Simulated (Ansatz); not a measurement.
# Al wire along [110], 17 atoms a period: bands along the axis, part 2 of 2

What gap, if any, does the Al wire along [110], 17 atoms a period have, and how many channels would it open?

Ansatz 0.2.0; DFT PBE, plane waves, PAW; relaxation of a wire's period; PAW set soft_1 (the session's first sound run).

So far: The starting structure; Relaxation of atoms and period.

### Step 2. Relaxation of atoms and period (continued)

Step by step:

```csv
step,energy less that of the first step (eV),largest force component (eV/Å),pressure (GPa),volume (Å³)
1,0.0000,0.2929,-1.27,653.35
2,-0.4699,0.1478,0.25,622.14
3,-0.5140,0.0568,0.14,618.67
4,-0.5201,0.0469,0.10,616.27
5,-0.5222,0.0091,0.10,617.75
6*,-0.5202,0.0091,0.09,617.75
```

Relaxation steps marked * repeat the geometry before them on a plane-wave basis chosen anew for their cell, so energy and pressure can jump there.

Forces are held to the 8 operations that the run works with; a distortion that breaks them can't arise in this run.

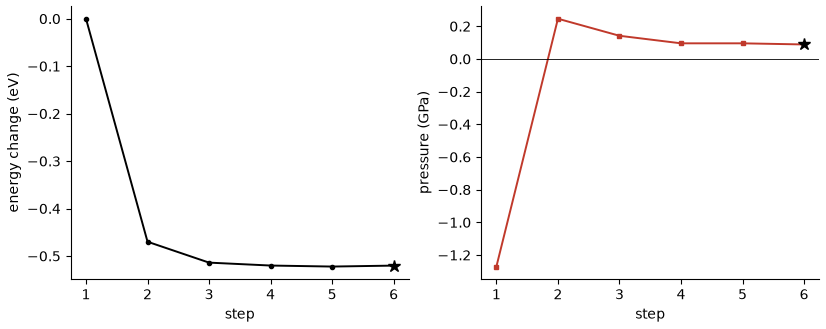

Energy and pressure along the relaxation. Stars mark steps on a basis chosen anew.

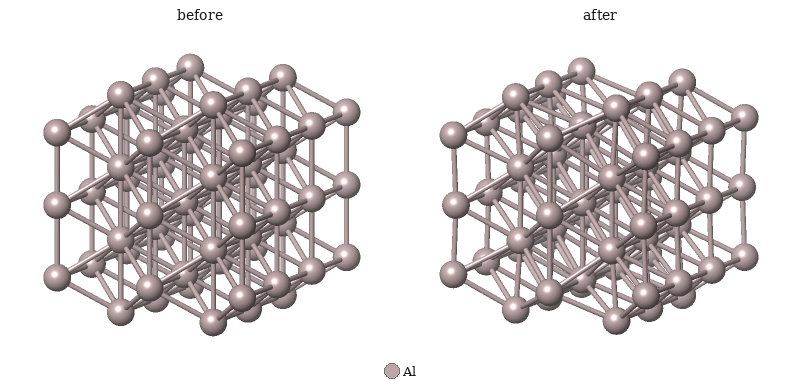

Before and after, at one scale.

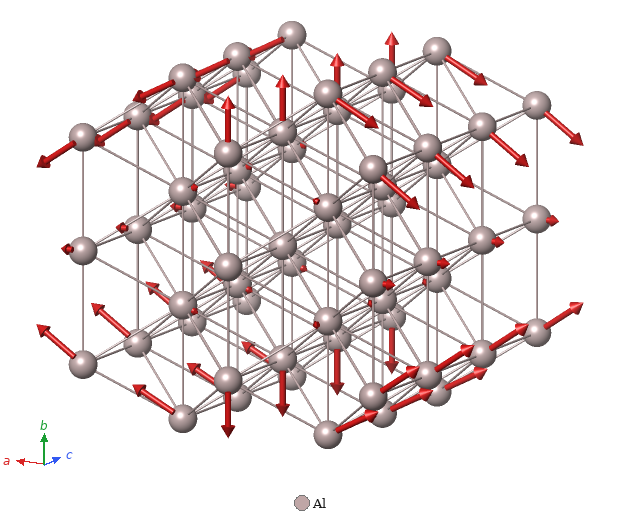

Displacements in the relaxation, exaggerated, measured against the changing cell; the longest in the cell stands for 0.20 Å. 1×1×3 cells are drawn. Some periodic images of atoms are drawn too.

```
cell as run  before  after  change
      c (Å)   2.857  2.701  -5.4 %
```

The atoms that moved most (Å, along periodic axes as changes of fractional coordinates times the final cell, across vacuum about the mean position):

| atom | dx | dy | dz | length |
| --- | --- | --- | --- | --- |
| Al14 | 0.179 | -0.092 | 0.000 | 0.201 |
| Al10 | -0.179 | -0.092 | 0.000 | 0.201 |
| Al7 | -0.179 | 0.092 | 0.000 | 0.201 |
| Al11 | 0.179 | 0.092 | 0.000 | 0.201 |
| Al17 | 0.164 | -0.112 | 0.000 | 0.199 |
| Al15 | -0.164 | -0.112 | 0.000 | 0.199 |
| Al5 | 0.164 | 0.112 | 0.000 | 0.199 |
| Al1 | -0.164 | 0.112 | 0.000 | 0.199 |

Numbers from this step:

| Quantity | Value |
| --- | --- |
| energy at zero smearing | -9131.4938 eV |
| cell length along the wire | 2.701 Å |

The cell's length comes to 2.701 Å with spin left out.

### Step 3. The wire at its relaxed period

This step: DFT PBE, plane waves, PAW; bands of a perfect wire; PAW set soft_1 (Ansatz 0.2.0).

At the relaxed period the bands are computed along the axis; those that cross an energy going forward count the channels that a perfect wire would open there.

Contents of input.yaml:

```yaml
crystal:
  lattice:
    - [14.88, 0.0, 0.0]
    - [0.0, 15.37, 0.0]
    - [0.0, 0.0, 2.7010797659]
  atoms:
    - { symbol: Al, position: [0.217451991, 0.321434725, 0.0] }
    - { symbol: Al, position: [0.225027691, 0.5, 0.0] }
    - { symbol: Al, position: [0.5, 0.30244446, 0.0] }
    - { symbol: Al, position: [0.5, 0.5, 0.0] }
    - { symbol: Al, position: [0.782548009, 0.321434725, 0.0] }
    - { symbol: Al, position: [0.774972309, 0.5, 0.0] }
    - { symbol: Al, position: [0.352204846, 0.227182857, 0.5] }
    - { symbol: Al, position: [0.365851767, 0.406463099, 0.5] }
    - { symbol: Al, position: [0.365851767, 0.593536901, 0.5] }
    - { symbol: Al, position: [0.352204846, 0.772817143, 0.5] }
    - { symbol: Al, position: [0.647795154, 0.227182857, 0.5] }
    - { symbol: Al, position: [0.634148233, 0.406463099, 0.5] }
    - { symbol: Al, position: [0.634148233, 0.593536901, 0.5] }
    - { symbol: Al, position: [0.647795154, 0.772817143, 0.5] }
    - { symbol: Al, position: [0.217451991, 0.678565275, 0.0] }
    - { symbol: Al, position: [0.5, 0.69755554, 0.0] }
    - { symbol: Al, position: [0.782548009, 0.678565275, 0.0] }
kpoints:
  mp_grid: { grid: [1, 1, 30] }
  band_path: { path: ["Γ", Z], npoints: 90 }
scf:
  occupations: { method: fermi_dirac, width: 0.05 }
hamiltonian:
  xc: pbe
  pseudopotentials: { kind: paw, azcp: { folder: soft_1 } }
output:
  dos: { e_range: [-5, 4] }
  write_potential: true
  write_density: true
  volumetric_format: npy
```

Started as:

```bash
ansatz run input.yaml --threads 4 --pin off --max-ram 16384MiB --backend cpu --events-out ev --progress --plain --runs-dir out
```

Numbers of over 12 decimals in the logs are rounded to 6 here.

The log of the run:

```text
[...]
Crystal: 17 atoms, lattice volume = 617.752 Å³
Basis set: ecut = 420 eV, 12135 PW (Γ)
Bands: 43, of which v1, the nominal top of the filled ones, is band 26 counted from 1 (25 counted from 0)
Symmetry: 8 space group operations
[...]
k-points: 16 of 30
[...]
SCF iter   1: F=—  HF=-9135.614809 eV  |F-HF|=—  |Δ(HF+E_count)|=         —  Δρ=2.23e-2  dr2=3.16e1  ethr=3.10e-3  ⟨swp⟩=8.6  Hψ=4109  notcnv=0  defer=11
[...]
SCF iter   9: F=-9131.541539 eV  HF=-9131.541539 eV  |F-HF|=1.16e-10  |Δ(HF+E_count)|=   3.86e-8  Δρ=6.88e-7  dr2=5.07e-9  ethr=1.96e-10  ⟨swp⟩=22.2  Hψ=3764  notcnv=0
SCF 1 converged in 9 iterations: F = -9131.541539 eV  dr2 = 5.07e-9
[...]
NSCF: frozen V_eff on 91 k-points
WARN: The output density's exchange-correlation potential varies sharply where the density is thin. Do not read a vacuum level from v_tot or v_xc, or from such a field of the output density. On a cell that repeats whose density bears no net charge and no dipole along the vacuum's axis use v_es (v_loc + v_h of the components); under efield.dipole_correction with no amplitude use v_es + v_field, which holds any externa [...]
SCF converged after 9 iterations
Free energy (F): -9131.541539 eV
[...]
Internal energy: -9131.483915 eV  (E = F + TS)
E sigma→0 (E₀):  -9131.512727 eV
Entropy (-TS):   -0.057623 eV (-3.390 meV/atom)
Fermi energy:    1.510136 eV
[...]
--- Band table (eV; the first three rows and the last of 16) ---
  k-point 0: bands = [... 22 lower, -0.2163, 0.0169, 0.7168, 0.7214, 1.4161, 1.9454, 2.0820, 2.1779, ... 13 higher]
  k-point 1: bands = [... 22 lower, -0.1951, 0.0378, 0.7374, 0.7422, 1.4370, 1.9647, 2.1031, 2.1981, ... 13 higher]
  k-point 2: bands = [... 22 lower, -0.1312, 0.1006, 0.7988, 0.8047, 1.4995, 2.0219, 2.1662, 2.2585, ... 13 higher]
  k-point 15: bands = [... 22 lower, 0.8058, 0.8676, 1.2515, 1.7756, 1.8415, 1.9401, 2.2079, 2.4136, ... 13 higher]
```

Elapsed: 35 s, on 4 threads of Arm Neoverse V2, shared host; peak memory 1.6 GiB.

Reading the cycles: dr2 is the Hartree energy of the density residual (eV), the measure of convergence; HF is the Harris–Foulkes estimate of the energy, which meets the free energy F at convergence.

This step gave:

```yaml
energy_at_zero_smearing: -9131.5127 eV
band_gap: 0 eV
```

The electronic bands at the labelled points (eV, zero at the Fermi level):

```
point  band 23  band 24  band 25  band 26  band 27  band 28  band 29  band 30
    Γ    -1.73    -1.49    -0.79    -0.79    -0.09     0.44     0.57     0.67
    Z    -0.70    -0.64    -0.26     0.27     0.33     0.43     0.70     0.90
```

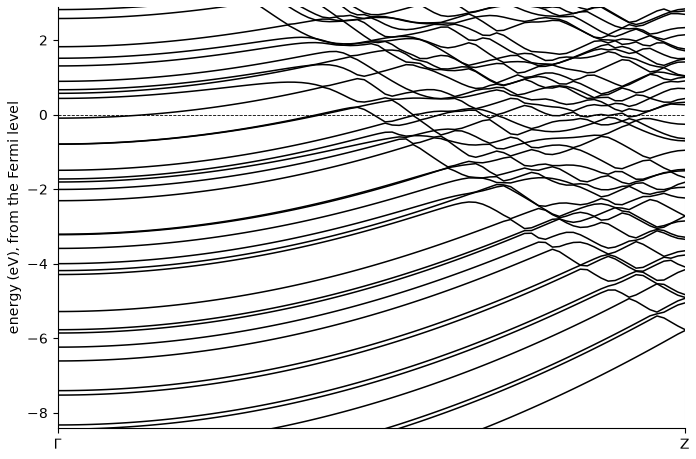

Electronic bands along the path.

Between Γ and Z the bands cross the Fermi level 18 times, so a perfect wire would conduct at least 18 G₀, with spin left out.

### Step 4. Results

| Property | Result |
| --- | --- |
| cell length, PBE | 2.701 Å |
| ballistic conductance by band crossings, a lower bound, PBE | 18 G₀ |

Under PBE the cell's length is 2.70 Å, and the bands cross the Fermi level 18 times between Γ and Z, which gives a perfect wire at least 18 G₀ (opposite crossings within one step of the path cancel in such a count).

[Logs are printed without paths, hosts, clocks, repeated set-up lines and the standing remarks that a program may print on its own settings, such as how far it seeks lower states.]

[Hosts, paths, dates, database ids (printed as entryN), source tags and the programs' standing remarks are cut or masked in the printed files.]
